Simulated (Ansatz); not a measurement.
Process, species as SMILES: [F][Al][F] → Al atom + 2 F atom
B3LYP-D3(BJ)/def2-TZVP geometries, fixed; electronic energies without zero-point terms.

Basis-set convergence of the atomisation energy at HF with Ansatz (a quantum-chemistry and plane-wave program). Cartesian d functions, on some or all atoms, in 6-31G**, 6-311+G**; all else is spherical. Open shells are unrestricted. No added dispersion term, no relativity. Functions are those of the species that has most. Reference: the value in pcseg-4, 205.46 kcal/mol, itself unsure by roughly 0.33 kcal/mol (its mean distance from aug-pcseg-3, aug-cc-pV(Q+d)Z, cc-pV(5+d)Z). Deviations are taken from unrounded values.

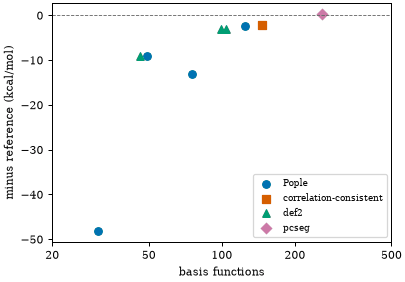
Fig. 1. Deviation from the reference against the number of basis functions, by family of sets.

```json
[
 {"basis": "6-31G", "functions": "31", "atomisation energy (kcal/mol)": "157.36", "minus reference (kcal/mol)": "-48.10"},
 {"basis": "def2-SVP", "functions": "46", "atomisation energy (kcal/mol)": "196.47", "minus reference (kcal/mol)": "-8.99"},
 {"basis": "6-31G**", "functions": "49", "atomisation energy (kcal/mol)": "196.47", "minus reference (kcal/mol)": "-8.99"},
 {"basis": "6-311+G**", "functions": "75", "atomisation energy (kcal/mol)": "192.27", "minus reference (kcal/mol)": "-13.19"},
 {"basis": "def2-TZVP", "functions": "99", "atomisation energy (kcal/mol)": "202.35", "minus reference (kcal/mol)": "-3.11"},
 {"basis": "def2-TZVPP", "functions": "104", "atomisation energy (kcal/mol)": "202.41", "minus reference (kcal/mol)": "-3.05"},
 {"basis": "6-311++G(3df,3pd)", "functions": "125", "atomisation energy (kcal/mol)": "203.04", "minus reference (kcal/mol)": "-2.42"},
 {"basis": "aug-cc-pV(T+d)Z", "functions": "147", "atomisation energy (kcal/mol)": "203.21", "minus reference (kcal/mol)": "-2.25"},
 {"basis": "aug-pcseg-3", "functions": "259", "atomisation energy (kcal/mol)": "205.69", "minus reference (kcal/mol)": "0.23"}
]
```
